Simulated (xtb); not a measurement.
Geometry relaxation of SiH2F2 (part 1 of 2)

SiH2F2, SMILES F[SiH2]F, computed with GFN1-xTB, GBSA solvent methanol (xtb 6.7.1).

The starting geometry was optimised with GFN1-xTB.

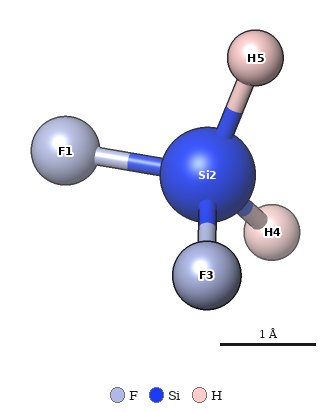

**Figure 1.** The structure as given in the input (ball-and-stick view, seen at a tilt; atoms are numbered from 1 in the order of the input).

### Key numbers

| quantity | value |
| --- | --- |
| outcome | converged |
| electrons treated | 20 |
| total energy | −13.388997 hartree |
| dispersion energy | −0.000766 hartree |
| solvation energy | −0.000534 hartree |
| basis functions | 22 |
| HOMO | −12.68 eV |
| LUMO | −4.88 eV |
| dipole moment | 1.78 D |
| hardware | 1 thread of Intel Xeon (Granite Rapids), 96 GiB of memory available, shared host |
| peak memory | 0.071 GiB |

### Input (geom.xyz)
```
5

F     -1.079404     0.536746     0.950230
Si    -0.007791    -0.000812    -0.080748
F      1.242182    -0.519744     0.736881
H     -0.585258    -1.136066    -0.742831
H      0.430270     1.119885    -0.863542
```

### File xtb.inp
```
$chrg 0
$spin 0
$gbsa
   gbsagrid=extreme
$end
```

Launched with:
```bash
xtb geom.xyz --gbsa methanol --gfn 1 --input xtb.inp -o | tee run.log
```

### The program's output
```
* xtb version 6.7.1
   ID    Z sym.   atoms
    1    9 F      1, 3
    2   14 Si     2
    3    1 H      4, 5

           -------------------------------------------------
          |                Calculation Setup                |
           -------------------------------------------------

          program call               : xtb geom.xyz --gbsa methanol --gfn 1 --input xtb.inp -o
          coordinate file            : geom.xyz
          omp threads                :                     1

           -------------------------------------------------
          |                 G F N 1 - x T B                 |
           -------------------------------------------------

      * Hamiltonian:
        H0-scaling (s, p, d)           1.850000    2.250000    2.000000
        zeta-weighting                 0.000000
      * Dispersion:
        s8                             2.400000
        a1                             0.630000
        a2                             5.000000
        s9                             0.000000
      * Repulsion:
        kExp                           1.500000
        rExp                           1.000000
      * Coulomb:
        alpha                          2.000000
        third order                    atomic
        anisotropic                    false
      * Halogen bond correction:
        rad-scale                      1.300000
        damping                        0.440000

      * Solvation model:               GBSA
        Solvent                        methanol
        Parameter file                 internal GFN1-xTB/GBSA
        Dielectric constant                3.3600E+01
        Reference state                gsolv [1 M gas/solution]
        Free energy shift                  2.3782E-03 Eh       1.4924E+00 kcal/mol
        Temperature                        2.9815E+02 K
        Density                            7.9200E-01 kg/L
        Solvent mass                       3.2040E+01 g/mol
        Interaction kernel             Still
        Born radius scaling (c1)           1.6509E+00
        Born radii integrator          GBOBC
        Born offset                        7.8003E-02 a0       1.4740E-01 AA
        H-bond correction              true
        Ion screening                  false
        Surface tension                    1.0000E-05 Eh       1.5569E+01 dyn/cm
        Grid points                              5810 per atom

          ...................................................
          :                      SETUP                      :
          :.................................................:
          :  # basis functions                  22          :
          :  # atomic orbitals                  21          :
          :  # shells                           11          :
          :  # electrons                        20          :
          :  # halogen bonds                     0          :
          :  max. iterations                   250          :
          :  Hamiltonian                  GFN1-xTB          :
          :  restarted?                      false          :
          :  GBSA solvation                   true          :
          :  PC potential                    false          :
          :  electronic temp.          300.0000000     K    :
          :  accuracy                    1.0000000          :
          :  -> integral cutoff          0.2500000E+02      :
          :  -> integral neglect         0.1000000E-07      :
          :  -> SCF convergence          0.1000000E-05 Eh   :
          :  -> wf. convergence          0.2000000E-04 e    :
          :  Broyden damping             0.4000000          :
          :  net charge                          0          :
          :  unpaired electrons                  0          :
          ...................................................

 iter      E             dE          RMSdq      gap      omega  full diag
   1    -13.4302042 -0.134302E+02  0.677E+00    8.35       0.0  T
   2    -13.4361741 -0.596987E-02  0.381E+00    7.96       1.0  T
   3    -13.4369442 -0.770111E-03  0.392E-01    7.75       1.0  T
   4    -13.4370300 -0.858663E-04  0.152E-01    7.79       1.0  T
   5    -13.4370403 -0.102805E-04  0.248E-02    7.82       1.8  T
   6    -13.4370404 -0.959588E-07  0.184E-02    7.80       2.4  T
   7    -13.4370429 -0.252795E-05  0.199E-04    7.81     225.1  T
   8    -13.4370429 -0.299838E-09  0.638E-06    7.81    7011.1  T
   9    -13.4370429 -0.284217E-13  0.115E-07    7.81  100000.0  T

   *** convergence criteria satisfied after 9 iterations ***

         #    Occupation            Energy/Eh            Energy/eV
      -------------------------------------------------------------
         1        2.0000           -0.8511671             -23.1614
       ...           ...                  ...                  ...
         4        2.0000           -0.5727003             -15.5840
         5        2.0000           -0.5657047             -15.3936
         6        2.0000           -0.5614381             -15.2775
         7        2.0000           -0.5582029             -15.1895
         8        2.0000           -0.5417835             -14.7427
         9        2.0000           -0.5207661             -14.1708
        10        2.0000           -0.4649952             -12.6532 (HOMO)
        11                         -0.1779661              -4.8427 (LUMO)
        12                         -0.1566606              -4.2630
        13                         -0.0721403              -1.9630
        14                         -0.0517453              -1.4081
        15                         -0.0434501              -1.1823
       ...                                ...                  ...
        21                          1.3590849              36.9826
      -------------------------------------------------------------
                  HL-Gap            0.2870291 Eh            7.8105 eV
             Fermi-level           -0.3214807 Eh           -8.7479 eV

 SCC (total)                   0 d,  0 h,  0 min,  0.004 sec
 SCC setup                      ...        0 min,  0.000 sec ( 11.488%)
 Dispersion                     ...        0 min,  0.000 sec (  0.400%)
 classical contributions        ...        0 min,  0.000 sec (  0.208%)
 integral evaluation            ...        0 min,  0.001 sec ( 19.272%)
 iterations                     ...        0 min,  0.001 sec ( 30.674%)
 molecular gradient             ...        0 min,  0.001 sec ( 35.502%)
 printout                       ...        0 min,  0.000 sec (  2.225%)

         :::::::::::::::::::::::::::::::::::::::::::::::::::::
         ::                     SUMMARY                     ::
         :::::::::::::::::::::::::::::::::::::::::::::::::::::
         :: total energy             -13.388924845655 Eh    ::
         :: total w/o Gsasa/hb       -13.391488287060 Eh    ::
         :: gradient norm              0.008210585560 Eh/a0 ::
         :: HOMO-LUMO gap              7.810460061108 eV    ::
         ::.................................................::
         :: SCC energy               -13.437042943753 Eh    ::
         :: -> electrostatic           0.023845176665 Eh    ::
         :: -> Gsolv                  -0.000364082299 Eh    ::
         ::    -> Gelec               -0.002927523704 Eh    ::
         ::    -> Gsasa                0.000400446852 Eh    ::
         ::    -> Ghb                 -0.000215232232 Eh    ::
         ::    -> Gshift               0.002378226786 Eh    ::
         :: repulsion energy           0.048884336690 Eh    ::
         :: dispersion energy         -0.000766238592 Eh    ::
         :: halogen bond corr.         0.000000000000 Eh    ::
         :: add. restraining           0.000000000000 Eh    ::
         :: total charge               0.000000000000 e     ::
         :::::::::::::::::::::::::::::::::::::::::::::::::::::

      -----------------------------------------------------------
     |                   =====================                   |
     |                        A N C O P T                        |
     |                   =====================                   |
     |               Approximate Normal Coordinate               |
     |                Rational Function Optimizer                |
      -----------------------------------------------------------
      -----------------------------------------------------------
     |                   =====================                   |
     |                        A N C O P T                        |
     |                   =====================                   |
     |               Approximate Normal Coordinate               |
     |                Rational Function Optimizer                |
      -----------------------------------------------------------

          ...................................................
          :                      SETUP                      :
          :.................................................:
          :   optimization level            normal          :
          :   max. optcycles                   200          :
          :   ANC micro-cycles                  20          :
          :   degrees of freedom                 9          :
          :.................................................:
          :   RF solver                   davidson          :
          :   write xtbopt.log                true          :
          :   linear?                        false          :
          :   energy convergence         0.5000000E-05 Eh   :
          :   grad. convergence          0.1000000E-02 Eh/α :
          :   maxmium RF displ.          1.0000000          :
          :   Hlow (freq-cutoff)         0.1000000E-01      :
          :   Hmax (freq-cutoff)         5.0000000          :
          :   S6 in model hess.         20.0000000          :
          ...................................................

generating ANC from exact Hessian ...
Using Lindh-Hessian (1995)
 Shifting diagonal of input Hessian by    0.0000000000000000
 Lowest  eigenvalues of input Hessian
    0.000000    0.000000    0.000000    0.000000    0.000000    0.000000
    0.043717    0.071205    0.087848    0.092881    0.186084    0.374086
    0.764857    1.594147    2.001601
 Highest eigenvalues
    0.092881    0.186084    0.374086    0.764857    1.594147    2.001601

........................................................................
.............................. CYCLE    1 ..............................
........................................................................

 iter      E             dE          RMSdq      gap      omega  full diag
   1    -13.4370429 -0.134370E+02  0.279E-09    7.81       0.0  T
   2    -13.4370429 -0.248690E-13  0.119E-09    7.81  100000.0  T
   3    -13.4370429 -0.888178E-14  0.279E-10    7.81  100000.0  T
     SCC iter.                  ...        0 min,  0.000 sec
     gradient                   ...        0 min,  0.001 sec
 * total energy  :   -13.3889248 Eh     change       -0.3019807E-13 Eh
   gradient norm :     0.0082106 Eh/α   predicted     0.0000000E+00 (-100.00%)
   displ. norm   :     0.0075425 α      lambda       -0.4937149E-04
   maximum displ.:     0.0050247 α      in ANC's #8, #6, #1, ...

........................................................................
.............................. CYCLE    2 ..............................
........................................................................

 iter      E             dE          RMSdq      gap      omega  full diag
   1    -13.4370915 -0.134371E+02  0.168E-02    7.81       0.0  T
   2    -13.4370925 -0.106168E-05  0.747E-03    7.80       6.0  T
   3    -13.4370927 -0.190534E-06  0.312E-03    7.81      14.4  T
   4    -13.4370927 -0.217471E-07  0.558E-04    7.81      80.2  T
   5    -13.4370927 -0.152959E-09  0.510E-05    7.81     876.9  T
   6    -13.4370927 -0.131806E-11  0.729E-07    7.81   61322.1  T
     SCC iter.                  ...        0 min,  0.000 sec
     gradient                   ...        0 min,  0.001 sec
 * total energy  :   -13.3889643 Eh     change       -0.3941967E-04 Eh
   gradient norm :     0.0051978 Eh/α   predicted    -0.2468528E-04 ( -37.38%)
   displ. norm   :     0.0128334 α      lambda       -0.5336557E-04
   maximum displ.:     0.0089755 α      in ANC's #8, #5, #6, ...

........................................................................
.............................. CYCLE    3 ..............................
........................................................................

 iter      E             dE          RMSdq      gap      omega  full diag
   1    -13.4367920 -0.134368E+02  0.296E-02    7.80       0.0  T
   2    -13.4367953 -0.325821E-05  0.129E-02    7.79       3.5  T
   3    -13.4367959 -0.587213E-06  0.565E-03    7.80       7.9  T
   4    -13.4367959 -0.666339E-07  0.111E-03    7.80      40.1  T
   5    -13.4367959 -0.580130E-09  0.154E-05    7.80    2896.0  T
   6    -13.4367959 -0.284217E-12  0.452E-06    7.80    9902.6  T
     SCC iter.                  ...        0 min,  0.000 sec
     gradient                   ...        0 min,  0.001 sec
 * total energy  :   -13.3889936 Eh     change       -0.2935178E-04 Eh
   gradient norm :     0.0008416 Eh/α   predicted    -0.2668779E-04 (  -9.08%)
   displ. norm   :     0.0077093 α      lambda       -0.3670881E-05
   maximum displ.:     0.0066550 α      in ANC's #5, #1, #8, ...
```
